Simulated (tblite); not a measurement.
## Geometry relaxation, with input and output: C4H4FGaO4 (part 2 of 3)

Continued. System: C4H4FGaO4, SMILES O=COC1=C(F)C=[O+][GaH2-][O]1. Method: GFN2-xTB geometry optimisation, gas phase (tblite 0.8.0). It belongs to a series of runs on one base structure; here: H on C replaced by OCHO.

Geometry of the input (Å):
```
O  2.4314  -1.8191  0.7517
C  2.8574  -0.6847  0.3911
O  2.0166  0.3384  -0.0023
C  0.6094  0.2562  -0.0803
C  -0.0732  1.3362  -0.4760
F  0.6326  2.4492  -0.8064
C  -1.5501  1.4315  -0.6432
O  -2.3645  0.5097  -0.3543
Ga -1.8354  -1.1180  0.3172
O  -0.0221  -0.9541  0.2835
H  3.9259  -0.5138  0.4115
H  -1.9545  2.3540  -1.0222
H  -2.3312  -2.3173  -0.6260
H  -2.3432  -1.2688  1.8336
```

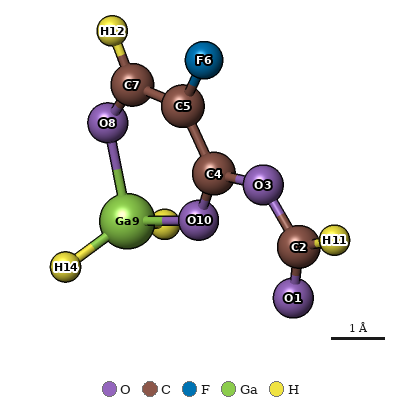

**Figure 1.** The geometry at step 23 of the log (ball-and-stick view, seen at a tilt; atoms are numbered from 1 in the order of the input).

**Trajectory as extended XYZ, continued**
```
14
Properties=species:S:1:pos:R:3:forces:R:3 step=14 energy=-893.53620
O     2.4144   -1.8130    0.7481   -0.0200  -0.0200   0.0110
C     2.7452   -0.7311    0.4040    0.0150  -0.0010  -0.0040
O     1.9443    0.2916    0.0020    0.0310   0.0060   0.0010
C     0.5891    0.1992   -0.0553    0.0280  -0.0070  -0.0040
C    -0.0706    1.3591   -0.4949    0.0140  -0.0090   0.0000
F     0.6584    2.4505   -0.8165    0.0840   0.0120  -0.0100
C    -1.4422    1.4289   -0.6305   -0.0620   0.0150  -0.0060
O    -2.2519    0.4952   -0.3585   -0.0590  -0.0400   0.0120
Ga   -1.9104   -1.2723    0.3869   -0.0200   0.0310  -0.0110
O    -0.0038   -0.8568    0.2559    0.0210  -0.0460   0.0340
H     3.7824   -0.3607    0.3490   -0.0540   0.0250  -0.0110
H    -1.8580    2.3682   -1.0076   -0.0250   0.0760  -0.0220
H    -2.2859   -2.3127   -0.6732    0.0330  -0.0140   0.0030
H    -2.3117   -1.2465    1.8683    0.0140  -0.0280   0.0090
14
Properties=species:S:1:pos:R:3:forces:R:3 step=15 energy=-893.53690
O     2.4137   -1.8124    0.7481   -0.0110   0.0090   0.0020
C     2.7443   -0.7302    0.4036   -0.0070  -0.0320   0.0040
O     1.9435    0.2921    0.0014    0.0020  -0.0190   0.0090
C     0.5879    0.1981   -0.0548    0.0090  -0.0010  -0.0110
C    -0.0702    1.3590   -0.4954   -0.0180  -0.0050  -0.0020
F     0.6644    2.4477   -0.8161    0.0470  -0.0040  -0.0070
C    -1.4431    1.4305   -0.6310   -0.0180   0.0140  -0.0040
O    -2.2517    0.4954   -0.3590   -0.0480  -0.0130   0.0060
Ga   -1.9114   -1.2740    0.3879   -0.0060   0.0550  -0.0230
O    -0.0065   -0.8575    0.2571    0.0600  -0.0160   0.0270
H     3.7804   -0.3593    0.3483   -0.0280   0.0270  -0.0100
H    -1.8594    2.3710   -1.0078   -0.0120   0.0430  -0.0100
H    -2.2826   -2.3126   -0.6724    0.0240  -0.0300  -0.0120
H    -2.3099   -1.2483    1.8679    0.0050  -0.0270   0.0300
14
Properties=species:S:1:pos:R:3:forces:R:3 step=16 energy=-893.53739
O     2.4129   -1.8121    0.7482   -0.0080   0.0050   0.0030
C     2.7437   -0.7301    0.4034   -0.0150  -0.0310   0.0050
O     1.9431    0.2921    0.0012   -0.0230  -0.0220   0.0070
C     0.5873    0.1972   -0.0547   -0.0020   0.0070  -0.0120
C    -0.0705    1.3589   -0.4958   -0.0130   0.0070  -0.0060
F     0.6689    2.4459   -0.8160    0.0060  -0.0320   0.0000
C    -1.4439    1.4318   -0.6314   -0.0160   0.0040  -0.0020
O    -2.2525    0.4953   -0.3592   -0.0130   0.0340  -0.0060
Ga   -1.9121   -1.2739    0.3881   -0.0020   0.0580  -0.0240
O    -0.0069   -0.8582    0.2583    0.0690   0.0010   0.0200
H     3.7787   -0.3579    0.3477   -0.0070   0.0230  -0.0080
H    -1.8606    2.3735   -1.0082    0.0010   0.0050   0.0050
H    -2.2801   -2.3130   -0.6721    0.0210  -0.0330  -0.0160
H    -2.3087   -1.2499    1.8682    0.0010  -0.0260   0.0340
14
Properties=species:S:1:pos:R:3:forces:R:3 step=17 energy=-893.53785
O     2.4121   -1.8121    0.7485    0.0000   0.0000   0.0040
C     2.7430   -0.7303    0.4033   -0.0230  -0.0230   0.0060
O     1.9424    0.2918    0.0010   -0.0290  -0.0130   0.0000
C     0.5868    0.1966   -0.0548   -0.0130   0.0070  -0.0060
C    -0.0709    1.3589   -0.4963   -0.0230   0.0040  -0.0080
F     0.6733    2.4436   -0.8160   -0.0280  -0.0440   0.0020
C    -1.4451    1.4331   -0.6318    0.0170   0.0080  -0.0010
O    -2.2537    0.4959   -0.3594    0.0070   0.0590  -0.0120
Ga   -1.9127   -1.2724    0.3877    0.0000   0.0450  -0.0190
O    -0.0060   -0.8591    0.2600    0.0550   0.0140   0.0120
H     3.7770   -0.3564    0.3471    0.0050   0.0140  -0.0060
H    -1.8617    2.3760   -1.0084    0.0100  -0.0230   0.0150
H    -2.2774   -2.3142   -0.6721    0.0200  -0.0260  -0.0120
H    -2.3075   -1.2520    1.8691    0.0010  -0.0230   0.0240
14
Properties=species:S:1:pos:R:3:forces:R:3 step=18 energy=-893.53827
O     2.4112   -1.8121    0.7489    0.0060  -0.0110   0.0060
C     2.7420   -0.7307    0.4032   -0.0190  -0.0020   0.0030
O     1.9412    0.2913    0.0009   -0.0210   0.0030  -0.0080
C     0.5860    0.1962   -0.0550   -0.0120   0.0020   0.0040
C    -0.0718    1.3588   -0.4968   -0.0090  -0.0020  -0.0070
F     0.6771    2.4407   -0.8159   -0.0470  -0.0380  -0.0020
C    -1.4458    1.4347   -0.6323    0.0230   0.0080  -0.0010
O    -2.2550    0.4974   -0.3599    0.0180   0.0640  -0.0120
Ga   -1.9133   -1.2701    0.3869   -0.0030   0.0260  -0.0100
O    -0.0044   -0.8598    0.2618    0.0200   0.0120   0.0070
H     3.7755   -0.3547    0.3464    0.0040   0.0020  -0.0030
H    -1.8627    2.3780   -1.0084    0.0170  -0.0310   0.0180
H    -2.2744   -2.3157   -0.6723    0.0200  -0.0130  -0.0030
H    -2.3064   -1.2545    1.8704    0.0030  -0.0190   0.0080
14
Properties=species:S:1:pos:R:3:forces:R:3 step=19 energy=-893.53853
O     2.4107   -1.8123    0.7492    0.0090  -0.0100   0.0050
C     2.7411   -0.7309    0.4032   -0.0100   0.0090   0.0010
O     1.9401    0.2911    0.0006   -0.0040   0.0100  -0.0110
C     0.5852    0.1960   -0.0551   -0.0060  -0.0060   0.0100
C    -0.0724    1.3586   -0.4972    0.0000  -0.0120  -0.0030
F     0.6791    2.4380   -0.8159   -0.0420  -0.0120  -0.0100
C    -1.4459    1.4361   -0.6327    0.0250   0.0070   0.0000
O    -2.2556    0.4994   -0.3604    0.0070   0.0400  -0.0040
Ga   -1.9136   -1.2681    0.3862   -0.0050   0.0100  -0.0030
O    -0.0032   -0.8602    0.2632   -0.0130   0.0030   0.0060
H     3.7744   -0.3536    0.3458   -0.0040  -0.0070  -0.0010
H    -1.8631    2.3790   -1.0080    0.0180  -0.0150   0.0120
H    -2.2718   -2.3170   -0.6725    0.0210  -0.0020   0.0040
H    -2.3055   -1.2566    1.8714    0.0050  -0.0160  -0.0070
14
Properties=species:S:1:pos:R:3:forces:R:3 step=20 energy=-893.53867
O     2.4106   -1.8125    0.7494    0.0070  -0.0040   0.0040
C     2.7403   -0.7309    0.4032   -0.0010   0.0110   0.0000
O     1.9393    0.2911    0.0003    0.0050   0.0060  -0.0070
C     0.5847    0.1959   -0.0550    0.0010  -0.0100   0.0100
C    -0.0727    1.3582   -0.4975    0.0100  -0.0150  -0.0010
F     0.6794    2.4365   -0.8162   -0.0270   0.0090  -0.0170
C    -1.4454    1.4370   -0.6329    0.0100   0.0030   0.0020
O    -2.2558    0.5011   -0.3606   -0.0070   0.0150   0.0050
Ga   -1.9139   -1.2669    0.3858   -0.0070   0.0030  -0.0010
O    -0.0029   -0.8603    0.2641   -0.0270  -0.0040   0.0070
H     3.7737   -0.3531    0.3455   -0.0090  -0.0100   0.0000
H    -1.8629    2.3792   -1.0076    0.0170   0.0040   0.0040
H    -2.2701   -2.3177   -0.6725    0.0210   0.0040   0.0070
H    -2.3049   -1.2580    1.8718    0.0050  -0.0130  -0.0130
14
Properties=species:S:1:pos:R:3:forces:R:3 step=21 energy=-893.53878
O     2.4107   -1.8125    0.7496    0.0040   0.0050   0.0020
C     2.7398   -0.7308    0.4032    0.0050   0.0060  -0.0010
O     1.9388    0.2911   -0.0001    0.0070  -0.0030  -0.0020
C     0.5843    0.1956   -0.0547    0.0040  -0.0090   0.0070
C    -0.0727    1.3576   -0.4977    0.0100  -0.0120   0.0000
F     0.6790    2.4356   -0.8167   -0.0110   0.0220  -0.0200
C    -1.4449    1.4376   -0.6330   -0.0010  -0.0020   0.0030
O    -2.2560    0.5026   -0.3608   -0.0170  -0.0060   0.0110
Ga   -1.9143   -1.2661    0.3856   -0.0060   0.0010   0.0000
O    -0.0032   -0.8604    0.2648   -0.0280  -0.0060   0.0090
H     3.7731   -0.3529    0.3453   -0.0070  -0.0080   0.0010
H    -1.8624    2.3794   -1.0072    0.0170   0.0190  -0.0020
H    -2.2685   -2.3181   -0.6724    0.0200   0.0060   0.0070
H    -2.3044   -1.2591    1.8719    0.0040  -0.0110  -0.0130
14
Properties=species:S:1:pos:R:3:forces:R:3 step=22 energy=-893.53890
O     2.4109   -1.8126    0.7499   -0.0020   0.0100   0.0010
C     2.7392   -0.7306    0.4033    0.0110  -0.0030  -0.0010
O     1.9384    0.2911   -0.0005    0.0040  -0.0140   0.0050
C     0.5840    0.1950   -0.0543    0.0030  -0.0060   0.0000
C    -0.0725    1.3568   -0.4980    0.0060  -0.0030  -0.0010
F     0.6782    2.4350   -0.8176    0.0020   0.0260  -0.0200
C    -1.4443    1.4382   -0.6330   -0.0150  -0.0070   0.0050
O    -2.2565    0.5043   -0.3607   -0.0230  -0.0200   0.0160
Ga   -1.9149   -1.2652    0.3852   -0.0050  -0.0020   0.0000
O    -0.0040   -0.8606    0.2658   -0.0210  -0.0020   0.0090
H     3.7723   -0.3529    0.3451    0.0020  -0.0040   0.0010
H    -1.8615    2.3800   -1.0069    0.0180   0.0270  -0.0060
H    -2.2663   -2.3185   -0.6722    0.0180   0.0060   0.0040
H    -2.3038   -1.2607    1.8716    0.0020  -0.0090  -0.0110
14
Properties=species:S:1:pos:R:3:forces:R:3 step=23 energy=-893.53904
O     2.4111   -1.8125    0.7503   -0.0080   0.0100   0.0010
C     2.7387   -0.7304    0.4033    0.0130  -0.0120   0.0000
O     1.9380    0.2908   -0.0009   -0.0020  -0.0200   0.0090
C     0.5837    0.1942   -0.0537   -0.0020   0.0020  -0.0070
C    -0.0723    1.3559   -0.4984   -0.0040   0.0070  -0.0030
F     0.6773    2.4347   -0.8191    0.0100   0.0180  -0.0170
C    -1.4440    1.4387   -0.6329   -0.0220  -0.0090   0.0060
O    -2.2576    0.5061   -0.3603   -0.0210  -0.0220   0.0170
Ga   -1.9156   -1.2640    0.3848   -0.0030  -0.0050   0.0010
O    -0.0051   -0.8608    0.2671   -0.0090   0.0070   0.0070
H     3.7714   -0.3528    0.3448    0.0140   0.0010   0.0000
H    -1.8600    2.3812   -1.0065    0.0180   0.0250  -0.0060
H    -2.2633   -2.3188   -0.6718    0.0140   0.0040  -0.0010
H    -2.3030   -1.2628    1.8711   -0.0010  -0.0060  -0.0060
14
Properties=species:S:1:pos:R:3:forces:R:3 step=24 energy=-893.53916
O     2.4111   -1.8124    0.7507   -0.0090   0.0030   0.0040
C     2.7385   -0.7304    0.4034    0.0120  -0.0160   0.0010
O     1.9377    0.2902   -0.0012   -0.0070  -0.0180   0.0090
C     0.5834    0.1935   -0.0534   -0.0070   0.0100  -0.0120
C    -0.0722    1.3552   -0.4989   -0.0140   0.0160  -0.0060
F     0.6765    2.4346   -0.8210    0.0100   0.0020  -0.0120
C    -1.4441    1.4390   -0.6326   -0.0210  -0.0070   0.0060
O    -2.2590    0.5075   -0.3596   -0.0110  -0.0140   0.0140
Ga   -1.9165   -1.2628    0.3844    0.0000  -0.0080   0.0020
O    -0.0063   -0.8609    0.2686    0.0020   0.0170   0.0040
H     3.7708   -0.3528    0.3445    0.0240   0.0040   0.0000
H    -1.8582    2.3829   -1.0062    0.0160   0.0130  -0.0020
H    -2.2601   -2.3190   -0.6714    0.0100   0.0020  -0.0080
H    -2.3023   -1.2650    1.8706   -0.0050  -0.0030   0.0000
14
Properties=species:S:1:pos:R:3:forces:R:3 step=25 energy=-893.53927
O     2.4109   -1.8124    0.7512   -0.0060  -0.0060   0.0060
C     2.7386   -0.7307    0.4034    0.0080  -0.0130   0.0010
O     1.9372    0.2894   -0.0013   -0.0060  -0.0080   0.0040
C     0.5830    0.1931   -0.0532   -0.0080   0.0150  -0.0110
C    -0.0724    1.3548   -0.4994   -0.0170   0.0160  -0.0070
F     0.6760    2.4346   -0.8228    0.0040  -0.0120  -0.0070
C    -1.4446    1.4392   -0.6323   -0.0130  -0.0020   0.0050
O    -2.2605    0.5085   -0.3587   -0.0010   0.0000   0.0100
Ga   -1.9172   -1.2620    0.3841    0.0030  -0.0110   0.0040
O    -0.0072   -0.8606    0.2699    0.0060   0.0210   0.0010
H     3.7708   -0.3528    0.3443    0.0230   0.0020   0.0000
H    -1.8564    2.3845   -1.0061    0.0100  -0.0010   0.0020
H    -2.2571   -2.3192   -0.6713    0.0070   0.0000  -0.0130
H    -2.3017   -1.2669    1.8700   -0.0080  -0.0010   0.0050
14
Properties=species:S:1:pos:R:3:forces:R:3 step=26 energy=-893.53935
O     2.4107   -1.8124    0.7517    0.0000  -0.0110   0.0070
C     2.7389   -0.7311    0.4034    0.0010  -0.0060   0.0020
O     1.9369    0.2887   -0.0013   -0.0010   0.0030  -0.0010
C     0.5826    0.1931   -0.0534   -0.0050   0.0140  -0.0070
C    -0.0729    1.3548   -0.4999   -0.0130   0.0100  -0.0050
F     0.6757    2.4344   -0.8242   -0.0020  -0.0180  -0.0050
C    -1.4452    1.4394   -0.6320   -0.0040   0.0030   0.0030
O    -2.2616    0.5091   -0.3579    0.0050   0.0100   0.0060
Ga   -1.9176   -1.2616    0.3839    0.0050  -0.0110   0.0050
O    -0.0079   -0.8600    0.2709    0.0040   0.0200   0.0000
H     3.7712   -0.3527    0.3442    0.0120  -0.0030   0.0000
H    -1.8549    2.3856   -1.0059    0.0010  -0.0090   0.0040
H    -2.2548   -2.3193   -0.6714    0.0050  -0.0020  -0.0160
H    -2.3015   -1.2684    1.8698   -0.0100   0.0000   0.0080
14
Properties=species:S:1:pos:R:3:forces:R:3 step=27 energy=-893.53940
O     2.4105   -1.8126    0.7521    0.0050  -0.0100   0.0060
C     2.7391   -0.7315    0.4035   -0.0030   0.0000   0.0020
O     1.9366    0.2882   -0.0012    0.0060   0.0090  -0.0050
C     0.5822    0.1934   -0.0536    0.0020   0.0100  -0.0010
C    -0.0734    1.3550   -0.5003   -0.0040   0.0020  -0.0030
F     0.6756    2.4340   -0.8253   -0.0030  -0.0130  -0.0070
C    -1.4457    1.4395   -0.6318    0.0030   0.0050   0.0020
O    -2.2623    0.5096   -0.3572    0.0050   0.0130   0.0050
Ga   -1.9178   -1.2617    0.3839    0.0060  -0.0100   0.0040
O    -0.0084   -0.8592    0.2716    0.0000   0.0140   0.0000
H     3.7717   -0.3528    0.3441   -0.0010  -0.0080   0.0000
H    -1.8539    2.3863   -1.0058   -0.0090  -0.0090   0.0040
H    -2.2533   -2.3194   -0.6719    0.0040  -0.0020  -0.0160
H    -2.3016   -1.2693    1.8697   -0.0100   0.0000   0.0080
14
Properties=species:S:1:pos:R:3:forces:R:3 step=28 energy=-893.53945
O     2.4105   -1.8129    0.7525    0.0070  -0.0040   0.0040
C     2.7392   -0.7319    0.4035   -0.0060   0.0030   0.0020
O     1.9365    0.2880   -0.0013    0.0100   0.0090  -0.0060
C     0.5819    0.1939   -0.0539    0.0080   0.0040   0.0040
C    -0.0738    1.3552   -0.5007    0.0060  -0.0040  -0.0010
F     0.6755    2.4335   -0.8263   -0.0010  -0.0030  -0.0100
C    -1.4461    1.4397   -0.6315    0.0050   0.0050   0.0010
O    -2.2627    0.5101   -0.3565    0.0020   0.0090   0.0060
Ga   -1.9178   -1.2620    0.3841    0.0060  -0.0080   0.0030
O    -0.0089   -0.8584    0.2721   -0.0030   0.0060   0.0020
H     3.7721   -0.3529    0.3440   -0.0110  -0.0110   0.0000
H    -1.8533    2.3866   -1.0056   -0.0160  -0.0040   0.0020
H    -2.2520   -2.3195   -0.6725    0.0030  -0.0010  -0.0140
H    -2.3018   -1.2699    1.8699   -0.0100  -0.0010   0.0070
14
Properties=species:S:1:pos:R:3:forces:R:3 step=29 energy=-893.53950
O     2.4106   -1.8132    0.7531    0.0060   0.0040   0.0010
C     2.7392   -0.7322    0.4037   -0.0060   0.0050   0.0010
O     1.9365    0.2878   -0.0015    0.0110   0.0040  -0.0050
C     0.5818    0.1945   -0.0540    0.0110  -0.0020   0.0080
C    -0.0741    1.3553   -0.5011    0.0140  -0.0070   0.0000
F     0.6754    2.4328   -0.8276    0.0020   0.0090  -0.0130
C    -1.4463    1.4401   -0.6312    0.0050   0.0030   0.0010
O    -2.2631    0.5109   -0.3556   -0.0010   0.0030   0.0080
Ga   -1.9177   -1.2624    0.3843    0.0050  -0.0050   0.0020
O    -0.0094   -0.8573    0.2727   -0.0030  -0.0030   0.0050
H     3.7723   -0.3534    0.3439   -0.0170  -0.0120   0.0000
H    -1.8530    2.3870   -1.0053   -0.0210   0.0010   0.0000
H    -2.2504   -2.3196   -0.6736    0.0030   0.0010  -0.0110
H    -2.3023   -1.2708    1.8701   -0.0100  -0.0020   0.0030
14
Properties=species:S:1:pos:R:3:forces:R:3 step=30 energy=-893.53957
O     2.4109   -1.8135    0.7538    0.0000   0.0120  -0.0020
C     2.7390   -0.7326    0.4039   -0.0050   0.0040   0.0010
O     1.9367    0.2877   -0.0019    0.0070  -0.0020  -0.0020
C     0.5818    0.1952   -0.0540    0.0110  -0.0080   0.0090
C    -0.0744    1.3553   -0.5018    0.0190  -0.0060   0.0000
F     0.6753    2.4321   -0.8297    0.0060   0.0190  -0.0160
C    -1.4466    1.4406   -0.6308    0.0040   0.0010   0.0010
O    -2.2637    0.5122   -0.3543   -0.0030  -0.0040   0.0110
Ga   -1.9175   -1.2631    0.3846    0.0030  -0.0020   0.0000
O    -0.0101   -0.8559    0.2737    0.0010  -0.0120   0.0090
H     3.7722   -0.3541    0.3438   -0.0160  -0.0100   0.0000
H    -1.8529    2.3875   -1.0049   -0.0230   0.0050  -0.0020
H    -2.2482   -2.3198   -0.6751    0.0040   0.0050  -0.0060
H    -2.3031   -1.2720    1.8706   -0.0090  -0.0030  -0.0020
14
Properties=species:S:1:pos:R:3:forces:R:3 step=31 energy=-893.53964
O     2.4111   -1.8139    0.7547   -0.0090   0.0150  -0.0030
C     2.7387   -0.7330    0.4041   -0.0020   0.0010   0.0000
O     1.9370    0.2875   -0.0023    0.0000  -0.0080   0.0010
C     0.5820    0.1958   -0.0539    0.0050  -0.0100   0.0060
C    -0.0743    1.3553   -0.5026    0.0170  -0.0010  -0.0010
F     0.6751    2.4315   -0.8326    0.0080   0.0220  -0.0160
C    -1.4469    1.4412   -0.6302    0.0030  -0.0020   0.0010
O    -2.2645    0.5137   -0.3524    0.0020  -0.0080   0.0120
Ga   -1.9173   -1.2638    0.3849    0.0000   0.0020  -0.0010
O    -0.0109   -0.8544    0.2752    0.0080  -0.0160   0.0120
H     3.7719   -0.3552    0.3436   -0.0080  -0.0040  -0.0010
H    -1.8531    2.3882   -1.0045   -0.0200   0.0040  -0.0010
H    -2.2453   -2.3199   -0.6771    0.0040   0.0090   0.0000
H    -2.3042   -1.2736    1.8710   -0.0080  -0.0040  -0.0080
14
Properties=species:S:1:pos:R:3:forces:R:3 step=32 energy=-893.53971
O     2.4112   -1.8140    0.7556   -0.0180   0.0120  -0.0020
C     2.7384   -0.7333    0.4043    0.0010  -0.0020  -0.0010
O     1.9374    0.2872   -0.0028   -0.0070  -0.0090   0.0030
C     0.5823    0.1963   -0.0536   -0.0040  -0.0080   0.0020
C    -0.0741    1.3553   -0.5034    0.0080   0.0060  -0.0040
F     0.6750    2.4313   -0.8357    0.0060   0.0160  -0.0130
C    -1.4470    1.4418   -0.6296    0.0030  -0.0020   0.0010
O    -2.2652    0.5152   -0.3504    0.0100  -0.0100   0.0130
Ga   -1.9171   -1.2645    0.3851   -0.0010   0.0050  -0.0020
O    -0.0114   -0.8532    0.2768    0.0140  -0.0150   0.0130
H     3.7714   -0.3563    0.3435    0.0040   0.0020  -0.0020
H    -1.8537    2.3888   -1.0041   -0.0130  -0.0020   0.0020
H    -2.2424   -2.3199   -0.6791    0.0040   0.0130   0.0050
H    -2.3055   -1.2753    1.8712   -0.0070  -0.0050  -0.0140
```
